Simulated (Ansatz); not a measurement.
Nudged elastic band of BNH$_{5}$OF (part 2 of 2)

BNH$_{5}$OF; RKS BHLYP-D4/6-31G* (Ansatz 0.2.0). It belongs to a series of runs on one base structure; here: band between the two ends.

Geometry of the input (Å):
```
B  -0.1587  -0.4262  -0.4453
F  -0.0417  -0.1861  0.8705
O  0.9597  -0.6598  -1.1786
H  1.7494  -0.6233  -0.6417
N  -1.4243  -0.4323  -1.0320
H  -2.2586  -0.2601  -0.5101
H  -1.5600  -0.6043  -2.0072
H  0.1205  2.7171  2.1188
H  0.0776  2.0294  1.8599
```

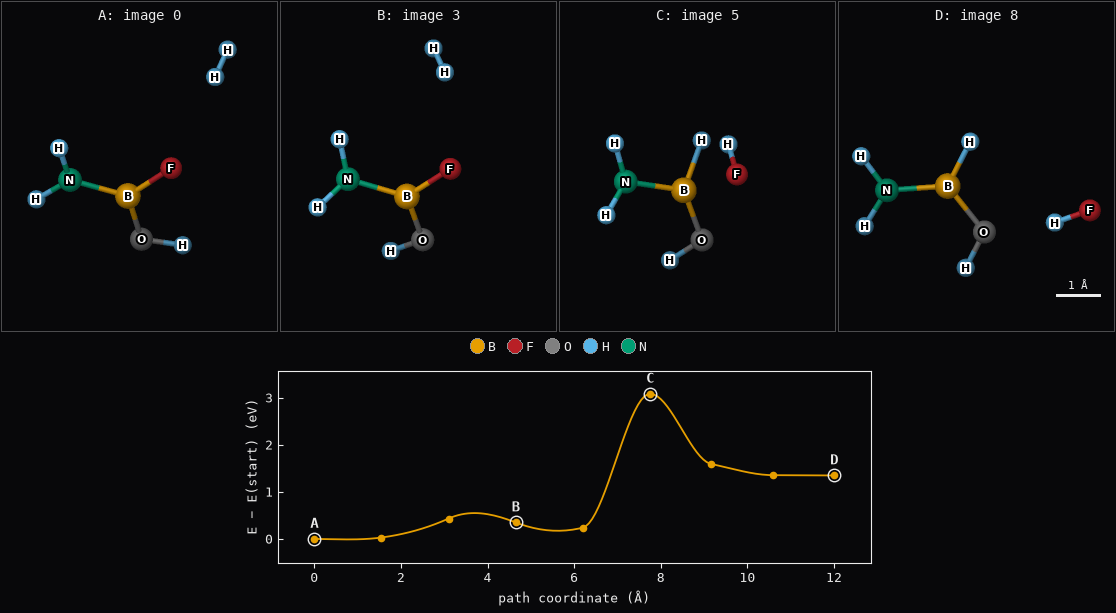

Images of the last band (counted from 0; ball-and-stick, seen at a tilt) above the energy along the path; the line is a cubic interpolation that uses the forces. The highest image is number 5, 3.083 eV above the start and 1.734 eV above the end (the climbing image); the end lies 1.349 eV above the start. The path is 12.00 Å long. The band converged in 36 iterations.

```
Total energy: -7008.75873106 eV, -257.5671326593 hartree
Atom 0 at    -0.033338     0.229098    -0.031683 Å, force    -0.000027     0.000038    -0.000018 eV/Å
Atom 1 at    -0.224288     0.279719     1.631142 Å, force     0.000002     0.000035     0.000010 eV/Å
Atom 2 at     1.163660    -0.396647    -0.235063 Å, force     0.000011    -0.000086     0.000031 eV/Å
Atom 3 at     1.220480    -0.761914    -1.115556 Å, force     0.000013     0.000050    -0.000027 eV/Å
Atom 4 at    -1.210759    -0.060556    -0.778242 Å, force    -0.000007    -0.000011    -0.000024 eV/Å
Atom 5 at    -1.422032    -1.026260    -0.953986 Å, force     0.000014    -0.000014     0.000006 eV/Å
Atom 6 at    -2.045938     0.464680    -0.602484 Å, force    -0.000004     0.000012     0.000021 eV/Å
Atom 7 at     0.072399     1.573309     0.089068 Å, force     0.000000    -0.000004    -0.000009 eV/Å
Atom 8 at    -0.056383     1.252972     1.031104 Å, force    -0.000003    -0.000021     0.000010 eV/Å
Dipole moment:    -0.322139     0.000847    -0.369405 e Å
this run last wrote the band of iteration 36 to [file]
```

## The last band as extended XYZ (Å, eV, eV/Å)
```
9
Properties=species:S:1:pos:R:3:forces:R:3 image=0 energy=-7011.84199
B    -0.1587   -0.4262   -0.4453    0.0036  -0.0104   0.0074
F    -0.0417   -0.1861    0.8705   -0.0012  -0.0010  -0.0295
O     0.9597   -0.6598   -1.1786   -0.0069   0.0072   0.0203
H     1.7494   -0.6233   -0.6417   -0.0010  -0.0005  -0.0071
N    -1.4243   -0.4323   -1.0320    0.0002   0.0036  -0.0043
H    -2.2586   -0.2601   -0.5101    0.0027  -0.0023  -0.0094
H    -1.5600   -0.6043   -2.0072    0.0025   0.0037   0.0223
H     0.1205    2.7171    2.1188   -0.0010  -0.0197  -0.0071
H     0.0776    2.0294    1.8599    0.0011   0.0193   0.0073
9
Properties=species:S:1:pos:R:3:forces:R:3 image=1 energy=-7011.81262
B    -0.0779   -0.5235   -0.2847   -0.0019   0.0267  -0.0184
F     0.0448   -0.8715    1.0033    0.0274  -0.0281  -0.0454
O     1.0187   -0.4757   -1.0831   -0.0353   0.0129  -0.0753
H     1.8180   -0.7347   -0.6340    0.0873  -0.0051   0.1192
N    -1.3343   -0.2046   -0.7987   -0.0329   0.0165   0.0170
H    -2.1725   -0.2623   -0.2602   -0.0222   0.0563   0.0478
H    -1.4500    0.1403   -1.7285   -0.0260  -0.0604  -0.0565
H    -0.1757    2.5951    1.3049    0.0029  -0.0048   0.0099
H    -0.2074    1.8913    1.5152    0.0007  -0.0140   0.0017
9
Properties=species:S:1:pos:R:3:forces:R:3 image=2 energy=-7011.40984
B    -0.0255   -0.5711   -0.0067   -0.0106  -0.0316  -0.0075
F    -0.1921   -0.6535    1.3090   -0.0272  -0.1519  -0.0163
O     1.2379   -0.7040   -0.4649    0.0451   0.1316  -0.0360
H     1.2380   -0.8122   -1.4157    0.0361   0.0668   0.0612
N    -1.1378   -0.3883   -0.8895   -0.0353  -0.0602  -0.0276
H    -2.0392   -0.6723   -0.5662   -0.1897   0.0937   0.3322
H    -1.2214    0.4843   -1.3733    0.1853  -0.0232  -0.3147
H    -0.1887    2.7690    1.0657    0.0012  -0.0024   0.0006
H    -0.2074    2.1025    1.3759   -0.0050  -0.0228   0.0080
9
Properties=species:S:1:pos:R:3:forces:R:3 image=3 energy=-7011.49256
B    -0.0064   -0.4966    0.0619   -0.0148  -0.0240   0.0316
F    -0.0435   -0.0955    1.3301    0.0539   0.1812  -0.0400
O     1.1402   -1.0889   -0.3426   -0.0277  -0.1354   0.0050
H     1.1802   -1.1515   -1.2951   -0.0166  -0.0825   0.0078
N    -1.1116   -0.2624   -0.8017    0.0123   0.1150  -0.0074
H    -1.5610   -1.0059   -1.2928    0.2071  -0.1349  -0.3438
H    -1.7700    0.4495   -0.5683   -0.2129   0.0461   0.3470
H    -0.1968    2.9280    0.8006   -0.0096   0.0217   0.0060
H    -0.1674    2.2776    1.1422    0.0084   0.0129  -0.0063
9
Properties=species:S:1:pos:R:3:forces:R:3 image=4 energy=-7011.60185
B    -0.1693   -0.3257    0.2466   -0.0343  -0.1480   0.0645
F    -0.3683   -0.0100    1.5268   -0.0149  -0.0809  -0.0316
O     1.0881   -0.7083   -0.0910   -0.0178  -0.0794   0.0244
H     1.2149   -0.8276   -1.0291   -0.0095  -0.0114   0.0047
N    -1.2478   -0.2383   -0.6508   -0.0122  -0.0465   0.0455
H    -1.2737   -0.7042   -1.5326    0.0327   0.0799  -0.1475
H    -2.1314    0.1358   -0.3692   -0.0262  -0.0952   0.0779
H     0.2195    2.2170    0.1166    0.0297   0.1794   0.0129
H     0.1318    2.0158    0.8170    0.0525   0.2021  -0.0509
9
Properties=species:S:1:pos:R:3:forces:R:3 image=5 energy=-7008.75861
B    -0.0333    0.2291   -0.0317    0.0000   0.0000   0.0000
F    -0.2243    0.2797    1.6311    0.0000   0.0000   0.0000
O     1.1637   -0.3966   -0.2351    0.0000  -0.0001   0.0000
H     1.2205   -0.7619   -1.1156    0.0000   0.0001   0.0000
N    -1.2108   -0.0606   -0.7782    0.0000   0.0000   0.0000
H    -1.4220   -1.0263   -0.9540    0.0000   0.0000   0.0000
H    -2.0459    0.4647   -0.6025    0.0000   0.0000   0.0000
H     0.0724    1.5733    0.0891    0.0000   0.0000   0.0000
H    -0.0564    1.2530    1.0311    0.0000   0.0000   0.0000
9
Properties=species:S:1:pos:R:3:forces:R:3 image=6 energy=-7010.25202
B    -0.1427    0.5228   -0.5273   -0.0187   0.0481  -0.0815
F    -0.0065    0.4081    2.1750    0.0195   0.0228   0.0932
O     1.1038   -0.0302   -0.5517   -0.0121   0.0520  -0.0380
H     1.1240   -0.9454   -0.8277   -0.0115  -0.0425   0.0653
N    -1.3273   -0.1383   -0.8531   -0.0148  -0.0073  -0.0223
H    -1.4033   -1.1209   -1.0316    0.0033  -0.0090  -0.0238
H    -2.2108    0.3082   -0.7117   -0.0216  -0.0147  -0.0374
H    -0.1821    1.6695   -0.2066   -0.0354   0.0142  -0.0481
H     0.5086    0.8806    1.5691    0.0914  -0.0636   0.0925
9
Properties=species:S:1:pos:R:3:forces:R:3 image=7 energy=-7010.48754
B    -0.4486    0.6226   -0.4659   -0.0010   0.0003   0.0002
F     0.7908    0.4885    2.3589    0.0029   0.0009   0.0009
O     0.8521    0.2119   -0.2556   -0.0010   0.0002   0.0017
H     1.0219   -0.6974   -0.5032   -0.0007   0.0001   0.0022
N    -1.4275   -0.2125   -1.0012   -0.0004  -0.0001  -0.0009
H    -1.2966   -1.1752   -1.2467    0.0001   0.0000  -0.0009
H    -2.3662    0.1063   -1.1333   -0.0005  -0.0001  -0.0024
H    -0.7005    1.7426   -0.1772   -0.0015   0.0003  -0.0003
H     1.0385    0.4675    1.4584    0.0022  -0.0017  -0.0005
9
Properties=species:S:1:pos:R:3:forces:R:3 image=8 energy=-7010.49298
B    -0.6593    0.4118   -0.2610   -0.0123  -0.0117  -0.0060
F     1.4266    1.0425    2.2994   -0.0030  -0.0082  -0.0185
O     0.6205   -0.0071    0.0228   -0.0026  -0.0065  -0.0078
H     0.9249   -0.7745   -0.4603   -0.0012   0.0075   0.0043
N    -1.4643   -0.2087   -1.2172    0.0117   0.0062   0.0094
H    -1.2010   -1.0002   -1.7726    0.0005   0.0073   0.0055
H    -2.3915    0.1164   -1.4044    0.0026   0.0001   0.0011
H    -1.0569    1.3446    0.3508    0.0018  -0.0029  -0.0059
H     1.2647    0.6297    1.4769    0.0026   0.0082   0.0179
```

## Results in brief

```tsv
quantity	value
outcome	converged
barrier, forward	3.083 eV
barrier, backward	1.734 eV
hardware	1 thread of Arm Neoverse V1, 24 GiB of memory available, shared host
wall time	10 min
peak memory	0.13 GiB
```

## Notes

The order of the saddle point was not checked.
